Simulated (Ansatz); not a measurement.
## Single-point calculation of In₂N

System: In₂N, multiplicity 2.
Method: UKS PBE-D4/def2-TZVP (Ansatz 0.2.0).

The geometry comes from this level: PBE-D4/def2-TZVP. Figures and captions count atoms from 1; the log counts them from 0 in places.

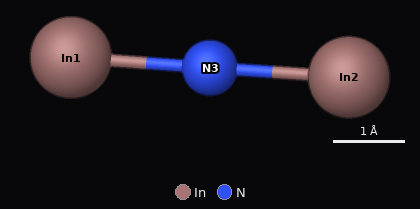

*The input geometry (ball-and-stick view, seen at a tilt; atoms are numbered from 1 in the order of the input). Sticks mark near contacts.*

Results in brief

- outcome: converged
- total energy: −11836.4322 eV
- mean-field energy: −11836.3092 eV
- dispersion energy: −0.1229 eV
- ⟨S²⟩: 0.755
- SCF solution under orbital rotations: stable
- HOMO (either spin): −4.94 eV
- LUMO (either spin): −4.20 eV
- largest force (length of the vector): 0.015 eV/Å
- dipole moment: 0.02 D
- hardware: 4 threads of Arm Neoverse V2, 23 GiB of memory available, shared host
- wall time: 1.4 s (CPU time 4.9 s)
- peak memory: 0.28 GiB

The input
```yaml
crystal:
  periodic: [false, false, false]
  atoms:
    - {symbol: In, position_ang: [-0.405409, -1.924858, 0.283732]}
    - {symbol: In, position_ang: [0.400114, 1.926179, -0.282270]}
    - {symbol: N, position_ang: [0.005305, -0.001321, -0.001462]}
basis:
  gaussian: {orbitals: def2-TZVP, initial_orbitals: start.molden}
magnetization: {spin_polarized: true, initial_magnetization: 1}
hamiltonian: {xc: pbe, dispersion: d4}
scf: {omitted_lower_state_checks: [starts]}
output: {forces: true, orbitals: {seedname: orbitals}}
```

Run as:
```bash
ansatz run in.yaml --threads 4 --pin off --events-out ev --progress --plain --max-ram 3916MiB
```

Output
```
Functional definition: PBE
  name "PBE"
  cite "Perdew, Burke & Ernzerhof, Phys. Rev. Lett. 77, 3865 (1996) doi:10.1103/PhysRevLett.77.3865"
  parent pbe
  parameter kappa = 0.804
  parameter beta = 0.06672455060314922
  exchange = pbe_x(kappa = kappa, mu = beta*pi^2/3)
  correlation = pbe_c(beta = beta)
these checks for a lower state are left out or cut short: starts
931 factors; their error is unknown
mean field evaluation 1: about -11836.2087 eV, gradient 5.0e0 eV
mean field evaluation 2: about -11836.3156 eV, gradient 1.4e-1 eV
mean field evaluation 4: about -11836.3092 eV, gradient 1.5e-3 eV
mean field evaluation 8: about -11836.3092 eV, gradient 1.2e-5 eV
mean field -11836.30917262 eV, -434.9763391553 hartree, gradient 1.2e-5 eV, S^2 0.754524; 0 other end points of the search recorded, 0 dependent functions left out
the calculation of the forces begins
reference -11836.30921569 eV, -434.9763407382 hartree; 25, 24 occupied and 106, 107 virtual orbitals, 931 factors
Total energy: -11836.43216230 eV, -434.9808589428 hartree
Atom 0 at    -0.405409    -1.924858     0.283732 Å, force    -0.002858    -0.014647     0.002092 eV/Å
Atom 1 at     0.400114     1.926179    -0.282270 Å, force     0.003272     0.014662    -0.002216 eV/Å
Atom 2 at     0.005305    -0.001321    -0.001462 Å, force    -0.000414    -0.000015     0.000124 eV/Å
Dipole moment:    -0.004299     0.001069     0.001186 e Å
Checks for a lower state left out: starts
```

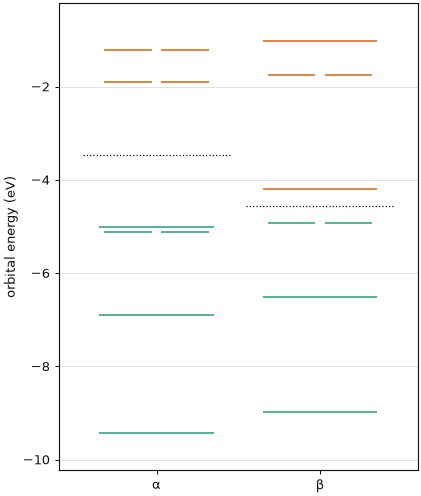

*Orbital energies near the frontier for α and β spins; the dotted line parts filled from empty levels, and levels within 0.02 eV of each other stand side by side.*

α: highest filled −5.02 eV, lowest empty −1.91 eV, 3.11 eV apart; β: highest filled −4.94 eV, lowest empty −4.20 eV, 0.74 eV apart.
